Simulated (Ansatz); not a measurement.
**Amorphous Al28O45Lu2**

Preparation: random packing, a CHGNet melt and quench, and a DFT relaxation. O atoms were pushed apart under 1.9 Å during the dynamics, to hinder bonds among them. The hot cell started wider than the set density and was brought back towards it in steps. It is the lowest in DFT energy of 2 quenches. It is a model cell: composition and starting density were chosen by hand, and all elements were melted together. No dispersion term was used.

Methods: PBE, scalar-relativistic without spin-orbit coupling (Ansatz, an electronic-structure program); r2SCAN, scalar-relativistic without spin-orbit coupling (Ansatz); HSE06, scalar-relativistic without spin-orbit coupling (Ansatz). Geometry, pressure, stress and energy are those of the PBE run. Its sampling: a 2×2×2 Γ-centred mesh; Fermi-Dirac width 0.02 eV; no spin polarisation. Other functionals are single points at the zone centre (r2SCAN at 500 eV; exact exchange cut at the cell's faces), free to take moments where seeds were set. At PBE the levels at the filled edge of the gap are localised (band-tail or defect states), and the nearest spread-out levels lie 4.1 eV apart at the zone centre.

```json
{
  "number_of_atoms_in_the_cell": "75",
  "Density (held, not predicted)": "3.63 g/cm³",
  "volume_per_atom": "11.12 Å³",
  "Pressure on a 2×2×2 Γ-centred mesh": "2.94 GPa",
  "Largest force and stress component on that mesh (the relaxation ran on the zone centre alone)": "0.03 eV/Å and 3.0 GPa",
  "Level gap on a 2×2×2 Γ-centred mesh (PBE)": "3.54 eV",
  "Level gap at the zone centre (PBE)": "3.55 eV",
  "Level gap at the zone centre (r2SCAN)": "4.20 eV",
  "Level gap at the zone centre (HSE06)": "5.28 eV"
}
```

Cut-offs for bonds: Al-Al 2.66 Å, Al-O 2.24 Å, Al-Lu 3.39 Å, O-O 1.58 Å, O-Lu 2.78 Å, Lu-Lu 4.11 Å. Two cations that share two anions don't count as bonded, nor two that share one unless they lie closer than Al-Al 2.59 Å, Al-Lu 3.30 Å, Lu-Lu 4.00 Å.

```json
{
  "Mean coordination of Al by anions": "4.46 (15 with 4, 13 with 5); 3 close contacts or bonds to cations besides",
  "Mean coordination of O": "3.04 (1 with 2, 41 with 3, 3 with 4)",
  "Mean coordination of Lu by anions": "6.00 (2 with 6); 3 close contacts or bonds to cations besides",
  "Mean Al-O bond": "1.835 Å (spread 0.085 Å, 125 counted)",
  "Mean O-Lu bond": "2.282 Å (spread 0.186 Å, 12 counted)"
}
```

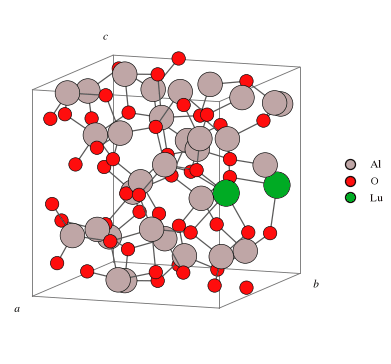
*The relaxed cell*

Its density started from a set value of 3.63 g/cm³. The quench (nominally 280 K/ps over its main leg) was far faster than any real one, so the model tends to hold more defects than a real film. A cell of this size samples the disorder only roughly. The volume was held where the preparation left it and the shape relaxed, at a PBE pressure of 2.9 GPa. Stress components on the final sampling reach 3.0 GPa.
